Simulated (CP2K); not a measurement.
**C3H9BO (SMILES BC(C)CO): levels of theory compared**

We compute a comparison of 3 runs (GFN2-xTB, MNDO, PM3) of C3H9BO. 

The calculation is run with CP2K 2026.2.

2 further runs of the same task are left out: 2 set aside as unsound or not needed.

## (1) The molecule

C3H9BO has 14 atoms, charge 0, and is taken as a singlet. As SMILES, `BC(C)CO`. The shape comes from a force field and isn't a relaxed structure. This is one conformer, not always the lowest.

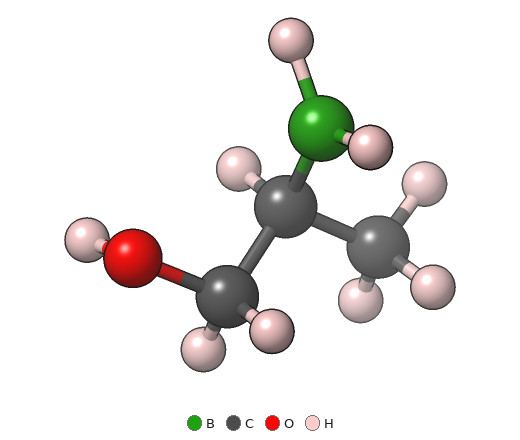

Viewed from a chosen angle; boron green, carbon dark grey, oxygen red, hydrogen pink.

## (2) Energy and forces at GFN2-xTB (run 1)

The input, job.inp:

```
&GLOBAL
  PROJECT job
  RUN_TYPE ENERGY_FORCE
  PRINT_LEVEL MEDIUM
&END GLOBAL
&FORCE_EVAL
  METHOD QUICKSTEP
  &DFT
    CHARGE 0
    MULTIPLICITY 1
    &QS
      METHOD XTB
      EPS_DEFAULT 1.0E-10
      &XTB
        GFN_TYPE TBLITE
        &TBLITE
          METHOD GFN2
        &END TBLITE
        CHECK_ATOMIC_CHARGES F
      &END XTB
    &END QS
    &POISSON
      PERIODIC NONE
      POISSON_SOLVER ANALYTIC
    &END POISSON
    &SCF
      SCF_GUESS ATOMIC
      EPS_SCF 1.0E-06
      MAX_SCF 150
      ADDED_MOS 4
      &DIAGONALIZATION
        ALGORITHM STANDARD
      &END DIAGONALIZATION
      &MIXING
        METHOD DIRECT_P_MIXING
        ALPHA 0.4
      &END MIXING
      &SMEAR ON
        METHOD FERMI_DIRAC
        ELECTRONIC_TEMPERATURE [K] 300
      &END SMEAR
    &END SCF
    &PRINT
      &MOMENTS
        PERIODIC F
        REFERENCE COM
        MAX_MOMENT 1
      &END MOMENTS
      &MO ON
        ENERGIES T
        OCCUPATION_NUMBERS T
        NDIGITS 6
        &EACH
          QS_SCF 0
        &END EACH
        ADD_LAST NUMERIC
      &END MO
      &HIRSHFELD OFF
      &END HIRSHFELD
    &END PRINT
  &END DFT
  &SUBSYS
    &CELL
      ABC [angstrom] 14 13.1 14.2
      PERIODIC NONE
    &END CELL
    &COORD
      B     -1.026400     0.232600     1.238700
      C     -0.031100     0.365900     0.017900
      C      1.367800     0.445400     0.553900
      C     -0.105700    -0.818600    -0.938500
      O     -1.454900    -0.856300    -1.534000
      H     -1.045200    -0.623100     1.971000
      H     -1.858300     1.126700     1.377500
      H     -0.193900     1.321800    -0.551800
      H      2.128000     0.570900    -0.226000
      H      1.657400    -0.474300     1.162400
      H      1.503600     1.326500     1.255700
      H     -0.005800    -1.773200    -0.364400
      H      0.546100    -0.755100    -1.750000
      H     -1.494400    -0.118500    -2.183500
    &END COORD
    &TOPOLOGY
      &CENTER_COORDINATES
      &END CENTER_COORDINATES
    &END TOPOLOGY
  &END SUBSYS
  &PRINT
    &FORCES ON
    &END FORCES
  &END PRINT
&END FORCE_EVAL
```

The run is started by

```sh
OMP_NUM_THREADS=1 cp2k.psmp -i job.inp -o job.out
```

What it wrote:

```text
CP2K| version string:                                       CP2K version 2026.2
[...]
 GLOBAL| Method name                                                        CP2K
[...]
 GLOBAL| Run type                                                   ENERGY_FORCE
[...]
                             - Atoms:                                         14
[...]
                             - Spherical basis functions:                     29
[...]
 Number of electrons:                                                         30
[...]
  *** SCF run converged in    18 steps ***
[...]
  Fermi energy:                                                -0.29543041701860
[...]
 TB_DIPOLE| Moment [Debye]          1.37323727       0.89647454      -0.04346402
 TB_DIPOLE| Derivative [a.u.]       0.00000000       0.00000000       0.00000000
[...]
 ENERGY| Total FORCE_EVAL ( QS ) energy [hartree]            -16.269910378295815
 FORCES| Atomic forces [hartree/bohr]
 FORCES|   Atom     x               y               z               |f|
 FORCES|      1 -2.44944165E-02  3.63092891E-02 -1.31255285E-02   4.57233027E-02
 FORCES|      2 -2.48068824E-03  1.31286116E-02 -4.81267927E-03   1.42012724E-02
 FORCES|      3  3.67833458E-02  1.57996472E-03  3.64511281E-02   5.18092227E-02
 FORCES|      4 -5.72742706E-02 -1.03094330E-02  1.58453320E-02   6.03133570E-02
 FORCES|      5  2.06269378E-02  7.01053389E-03 -1.84285062E-03   2.18635370E-02
 FORCES|      6  3.80760255E-03 -1.74230195E-02  1.14619270E-02   2.11998872E-02
 FORCES|      7  1.47943249E-02 -1.55936164E-02 -1.71900563E-04   2.14956384E-02
 FORCES|      8 -7.84353307E-04 -1.50839448E-02  3.97454970E-03   1.56185034E-02
 FORCES|      9 -4.86638659E-03 -2.24554123E-03  6.05971948E-04   5.39364217E-03
 FORCES|     10 -8.35264715E-03  2.00889195E-02 -1.54382415E-02   2.66771569E-02
 FORCES|     11 -5.27359229E-03 -1.77772532E-02 -1.40337292E-02   2.32548288E-02
 FORCES|     12 -6.24305455E-04  1.26252716E-02 -1.16820575E-02   1.72121384E-02
 FORCES|     13  2.88842918E-02  1.15185737E-04 -2.01117684E-02   3.51965738E-02
[...]
```

It took 1.1 s on 1 thread of Intel Xeon Platinum 8488C (Sapphire Rapids), shared host; peak memory 0.19 GiB.

## (3) A single-point energy at MNDO (run 2)

The input, job.inp:

```
&GLOBAL
    PROJECT_NAME job
    RUN_TYPE ENERGY
    PRINT_LEVEL LOW
&END GLOBAL

&FORCE_EVAL
    METHOD Quickstep
    &DFT
        # Quickstep
        &QS
            METHOD MNDO
            EPS_DEFAULT 1.0E-10
            &SE
                &COULOMB
                    CUTOFF [angstrom] 50
                    RC_RANGE [angstrom] 0
                &END COULOMB
                &EXCHANGE
                    CUTOFF [angstrom] 50
                    RC_RANGE [angstrom] 0
                &END EXCHANGE
            &END SE
        &END QS
        # isolated system
        &POISSON
            PERIODIC NONE
            POISSON_SOLVER ANALYTIC
        &END POISSON
        &SCF
            SCF_GUESS ATOMIC
            EPS_SCF 1.0E-07
            MAX_SCF 150
            ADDED_MOS 2
            &DIAGONALIZATION
                ALGORITHM STANDARD
            &END DIAGONALIZATION
            &MIXING
                METHOD DIRECT_P_MIXING
                ALPHA 0.4
            &END MIXING
        &END SCF
        # extra output
        &PRINT
            &MOMENTS
                PERIODIC F
                REFERENCE COM
                MAX_MOMENT 1
            &END MOMENTS
            &MO ON
                ENERGIES T
                OCCUPATION_NUMBERS T
                NDIGITS 6
                &EACH
                    QS_SCF 0
                &END EACH
                ADD_LAST NUMERIC
            &END MO
            &HIRSHFELD OFF
            &END HIRSHFELD
        &END PRINT
    &END DFT
    # atoms, cell and kinds
    &SUBSYS
        # box in angstrom
        &CELL
            ABC 12 11.1 12.2
            PERIODIC NONE
        &END CELL
        &COORD
            B      4.838750     6.005950     7.444950
            C      5.834050     6.139250     6.224150
            C      7.232950     6.218750     6.760150
            C      5.759450     4.954750     5.267750
            O      4.410250     4.917050     4.672250
            H      4.819950     5.150250     8.177250
            H      4.006850     6.900050     7.583750
            H      5.671250     7.095150     5.654450
            H      7.993150     6.344250     5.980250
            H      7.522550     5.299050     7.368650
            H      7.368750     7.099850     7.461950
            H      5.859350     4.000150     5.841850
            H      6.411250     5.018250     4.456250
            H      4.370750     5.654850     4.022750
        &END COORD
    &END SUBSYS
&END FORCE_EVAL
```

The run is started by

```sh
OMP_NUM_THREADS=1 cp2k.psmp job.inp > job.out
```

What it wrote:

```text
CP2K| version string:                                       CP2K version 2026.2
[...]
 GLOBAL| Method name                                                        CP2K
[...]
 GLOBAL| Run type                                                         ENERGY
[...]
                             - Atoms:                                         14
[...]
                             - Spherical basis functions:                     29
[...]
 Number of electrons:                                                         30
[...]
     1 P_Mix/Diag. 0.40E+00    0.0     0.71357804       -23.9956468342 -2.40E+01
[...]
    16 DIIS/Diag.  0.52E-07    0.0     0.00000006       -33.2096317648 -3.13E-13
  *** SCF run converged in    16 steps ***
  Core-core repulsion energy [eV]:                           2312.04910232710699
  Core Hamiltonian energy [eV]:                             -1391.61565366668174
  Two-electron integral energy [eV]:                        -3648.22697269273067
  Electronic energy [eV]:                                   -3215.72914001304707
  Total energy [eV]:                                         -903.68003768593985
  Atomic reference energy [eV]:                               901.87566993848964
  Heat of formation [kcal/mol]:                               -41.60971204314149
[...]
 SE_DIPOLE| Moment [Debye]         -1.72912311      -0.86411697       0.42749335
 SE_DIPOLE| Derivative [a.u.]       0.00000000       0.00000000       0.00000000
 ENERGY| Total FORCE_EVAL ( QS ) energy [hartree]            -33.209631764766264
[...]
```

Wall time 1.2 s (1 thread of Intel Xeon Platinum 8488C (Sapphire Rapids), shared host); peak memory 0.19 GiB.

## (4) The energy at PM3 (run 3)

The input, mol.inp:

```
&GLOBAL
 PROJECT mol
 RUN_TYPE ENERGY
 PRINT_LEVEL HIGH
&END GLOBAL
&FORCE_EVAL
 METHOD QS
 &DFT
  &QS
   METHOD PM3
   EPS_DEFAULT 1.0E-10
   &SE
    &COULOMB
     CUTOFF [angstrom] 50
     RC_RANGE [angstrom] 0
    &END COULOMB
    &EXCHANGE
     CUTOFF [angstrom] 50
     RC_RANGE [angstrom] 0
    &END EXCHANGE
   &END SE
  &END QS
  &POISSON
   PERIODIC NONE
   POISSON_SOLVER ANALYTIC
  &END POISSON
  &SCF
   SCF_GUESS ATOMIC
   EPS_SCF 1.0E-07
   MAX_SCF 64
   ADDED_MOS 2
   &DIAGONALIZATION
    ALGORITHM STANDARD
   &END DIAGONALIZATION
   &MIXING
    METHOD DIRECT_P_MIXING
    ALPHA 0.6
   &END MIXING
  &END SCF
  &PRINT
   &MOMENTS
    PERIODIC F
    REFERENCE COM
    MAX_MOMENT 1
   &END MOMENTS
   &MO ON
    ENERGIES T
    OCCUPATION_NUMBERS T
    NDIGITS 6
    &EACH
     QS_SCF 0
    &END EACH
    ADD_LAST NUMERIC
   &END MO
   &HIRSHFELD OFF
   &END HIRSHFELD
  &END PRINT
 &END DFT
 # structure
 &SUBSYS
  &CELL
   ABC 12 11.1 12.2
   PERIODIC NONE
  &END CELL
  &COORD
   UNIT bohr
   B     -1.9396149     0.4395503     2.3408038
   C     -0.0587705     0.6914508     0.0338261
   C      2.5847674     0.8416840     1.0467193
   C     -0.1997441    -1.5469298    -1.7735080
   O     -2.7493625    -1.6181725    -2.8988399
   H     -1.9751417    -1.1774883     3.7246502
   H     -3.5116781     2.1291544     2.6030977
   H     -0.3664179     2.4978400    -1.0427509
   H      4.0213372     1.0788446    -0.4270781
   H      3.1320321    -0.8962971     2.1966176
   H      2.8413922     2.5067217     2.3729291
   H     -0.0109604    -3.3508624    -0.6886162
   H      1.0319794    -1.4269322    -3.3070207
   H     -2.8240067    -0.2239325    -4.1262170
  &END COORD
  &TOPOLOGY
   &CENTER_COORDINATES
   &END CENTER_COORDINATES
  &END TOPOLOGY
 &END SUBSYS
&END FORCE_EVAL
```

The run is started by

```sh
OMP_NUM_THREADS=1 cp2k.psmp mol.inp > mol.out
```

What it wrote:

```text
CP2K| version string:                                       CP2K version 2026.2
[...]
 GLOBAL| Method name                                                        CP2K
[...]
 GLOBAL| Run type                                                         ENERGY
[...]
                             - Atoms:                                         14
[...]
                             - Spherical basis functions:                     29
[...]
 Number of electrons:                                                         30
[...]
     1 P_Mix/Diag. 0.60E+00    0.0     0.71032676       -22.8281750457 -2.28E+01
[...]
    15 DIIS/Diag.  0.42E-07    0.0     0.00000005       -31.0731342932 -2.77E-13
  *** SCF run converged in    15 steps ***
  Core-core repulsion energy [eV]:                           2284.18170082622146
  Core Hamiltonian energy [eV]:                             -1286.06320847559869
  Two-electron integral energy [eV]:                        -3687.32295445649561
  Electronic energy [eV]:                                   -3129.72468570384672
  Total energy [eV]:                                         -845.54298487762526
  Atomic reference energy [eV]:                               843.83459143848961
  Heat of formation [kcal/mol]:                               -39.39649174026543
[...]
 *** WARNING in qs_scf_post_se.F:661 :: TOT_DENSITY_CUBE  not implemented ***
 *** for Semi-Empirical calculations!                                     ***
 *** WARNING in qs_scf_post_se.F:667 :: E_DENSITY_CUBE not implemented for ***
 *** Semi-Empirical calculations!                                          ***
[...]
 SE_DIPOLE| Moment [Debye]         -1.43984027      -1.00700585       0.21875268
 SE_DIPOLE| Derivative [a.u.]       0.00000000       0.00000000       0.00000000
 *** WARNING in qs_scf_post_se.F:140 :: Printing of MO cube files not ***
 *** implemented for Semi-Empirical method.                           ***
 *** WARNING in qs_scf_post_se.F:154 :: DFT+U not available for ***
 *** Semi-Empirical method.                                     ***
 *** WARNING in qs_scf_post_se.F:161 :: Kinetic energy not available for ***
 *** Semi-Empirical method.                                              ***
 ENERGY| Total FORCE_EVAL ( QS ) energy [hartree]            -31.073134293164607
 *** WARNING in force_env_methods.F:472 :: To print the stress tensor ***
 *** switch on the virial evaluation with the keyword: STRESS_TENSOR  ***
[...]
```

Wall time 1.1 s (1 thread of Intel Xeon Platinum 8488C (Sapphire Rapids), shared host); peak memory 0.19 GiB.

## (5) The series

```tsv
run	level	task	SCF convergence threshold	energy (Eh)	dipole moment (D)	HOMO energy (eV)	LUMO energy (eV)	wall time
1	GFN2-xTB	gradient	1e-06	-16.269910	1.64	-10.96	-7.14	1.1 s
2	MNDO	energy	1e-07	-33.209632	1.98	-11.36	0.99	1.2 s
3	PM3	energy	1e-07	-31.073134	1.77	-10.96	0.92	1.1 s
```

## (6) Outcome

```
                quantity           value
     run 3: total energy    -31.07313 Eh
    run 3: dipole moment          1.77 D
      run 3: HOMO energy       -10.96 eV
      run 3: LUMO energy         0.92 eV
    run 3: HOMO–LUMO gap        11.88 eV
run 3: heat of formation  -39.4 kcal/mol
```

In words: The dipole moment (its size) runs from 1.64 D (GFN2-xTB) to 1.98 D (MNDO). Some of these are taken from atomic charges alone. The HOMO–LUMO gap runs from 3.82 eV (GFN2-xTB) to 12.35 eV (MNDO). Force-field and semi-empirical energies have zeros of their own, so their totals don't compare. All runs together took 3.4 s, the longest 1.2 s.
